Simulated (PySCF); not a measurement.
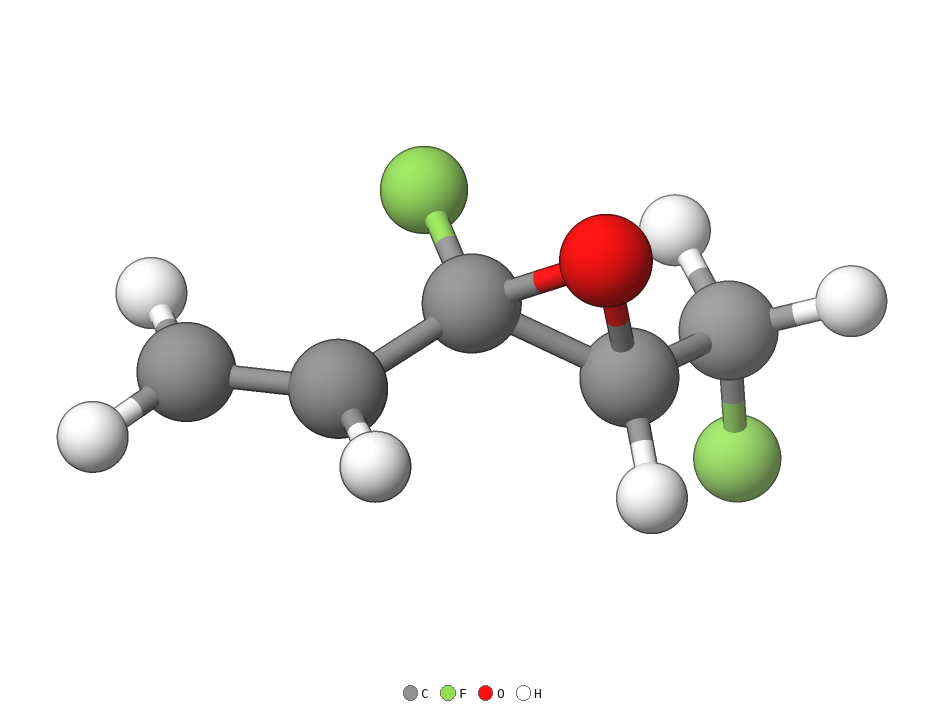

Rendered structure (ball-and-stick style).

The computed structure is the end point of a GFN2-xTB optimisation. No frequency run is at hand to confirm it as a minimum.

What is the molecular formula?

Answer. C5H6F2O, 14 atoms: 5 carbon, 6 hydrogen, 2 fluorine and 1 oxygen.

What is its SMILES?

Answer. C=C[C@@]1(F)O[C@@H]1CF

How many bonds of each kind are drawn?

Answer. 6 C–H, 4 C–C, 2 C–F, 2 C–O.

Give the symmetry (Schoenflies symbol).

Answer. C1.

Does it have rings?

Answer. Independent rings (smallest set): 1 of 3 members.

The parts below concern this one geometry. Atoms keep their numbers from picture to picture.

Shape

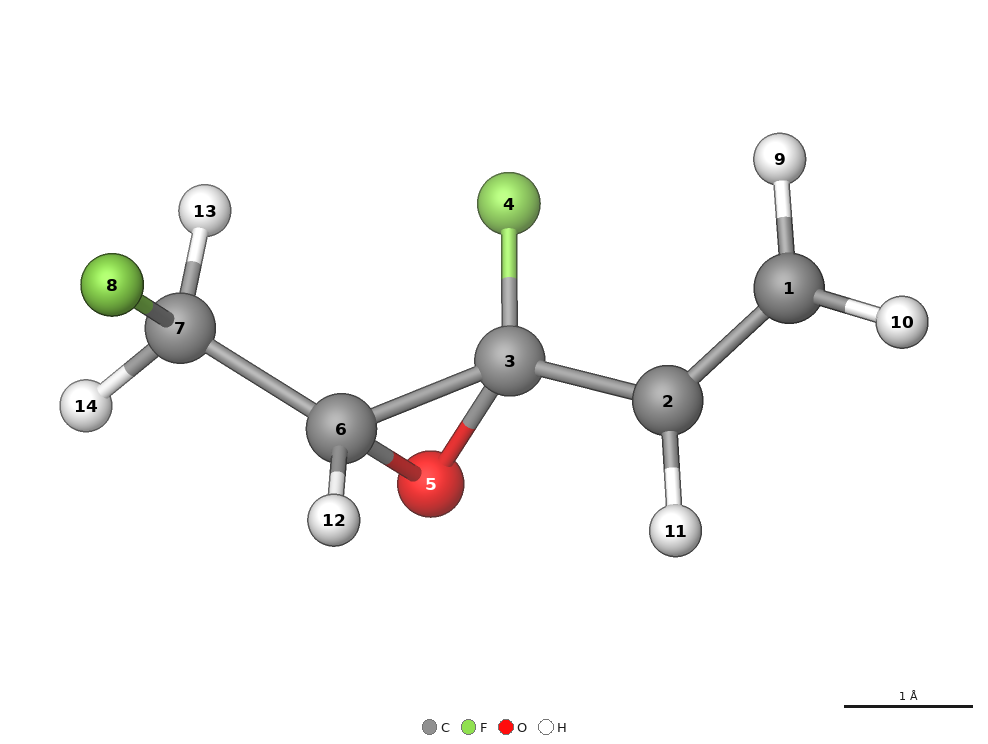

Atoms carry their numbers in the input. No frequency run is at hand to confirm it as a minimum.

Give the bond lengths.

| bond | length (Å) | order |
| --- | --- | --- |
| C1–C2 | 1.321 | double |
| C1–H9 | 1.077 | single |
| C1–H10 | 1.075 | single |
| C2–C3 | 1.476 | single |
| C2–H11 | 1.080 | single |
| C3–F4 | 1.364 | single |
| C3–O5 | 1.380 | single |
| C3–C6 | 1.477 | single |
| O5–C6 | 1.405 | single |
| C6–C7 | 1.512 | single |
| C6–H12 | 1.087 | single |
| C7–F8 | 1.370 | single |
| C7–H13 | 1.094 | single |
| C7–H14 | 1.096 | single |

NMR shielding

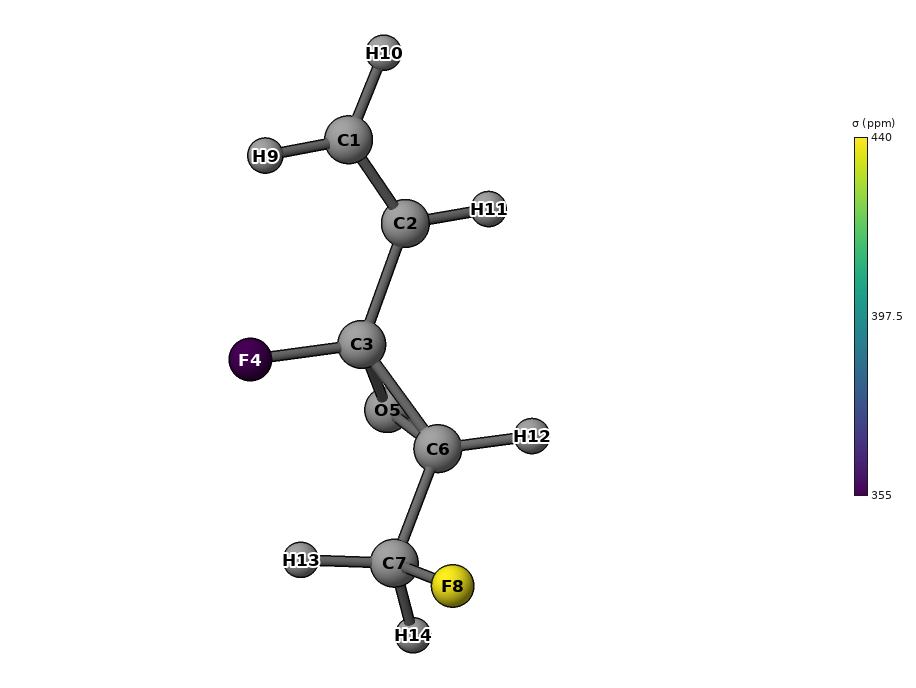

Atoms are coloured by their isotropic NMR shieldings (F only, the others grey). No frequency run is at hand to confirm it as a minimum. Method: GIAO PBE0/pcSseg-1 NMR shielding, non-relativistic, gas phase (PySCF 2.14.0).

Give the isotropic NMR shieldings of the F atoms atom by atom.

```csv
atom,σ (ppm)
F4,355.2
F8,438.4
```

Electronic properties

No frequency run is at hand to confirm it as a minimum. Level of theory: PBE0/pcSseg-1, gas phase (PySCF 2.14.0).

Give the HOMO energy (Kohn–Sham orbital) at this level.

Answer. −7.94 eV.

Give the dipole moment at this level.

Answer. 1.33 D.

What is the LUMO energy (Kohn–Sham orbital)?

Answer. −0.50 eV.

Ring current

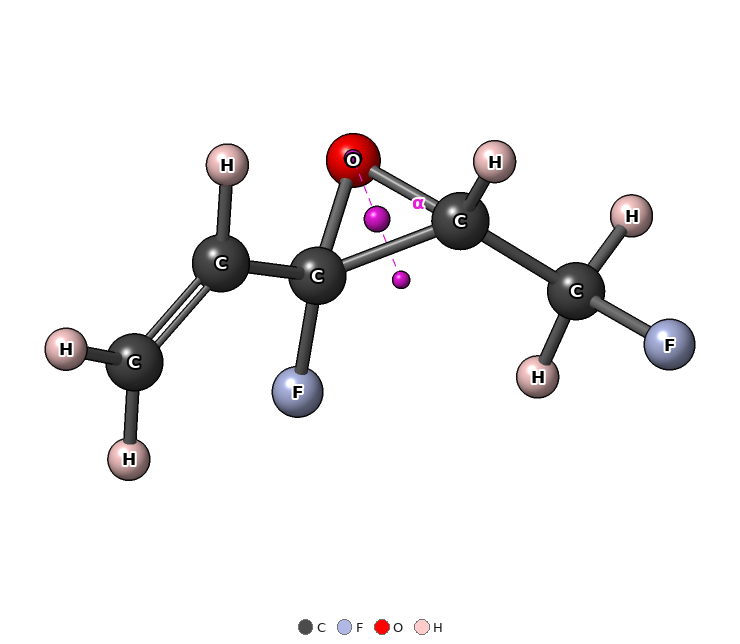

The small points mark where nucleus-independent chemical shifts (NICS) were computed: at the centre of each lettered ring and 1 Å above and below it. No frequency run is at hand to confirm it as a minimum. Properties computed with GIAO PBE0/pcSseg-1 NMR shielding, non-relativistic, gas phase (PySCF 2.14.0).

Give NICS(0), NICS(1) and the out-of-plane component NICS(1)zz for each ring (means of the two sides).

| ring | members | NICS(0) | NICS(1) | NICS(1)zz |
| --- | --- | --- | --- | --- |
| α | C2O | −42.7 | −6.0 | −17.4 |

Values in ppm.
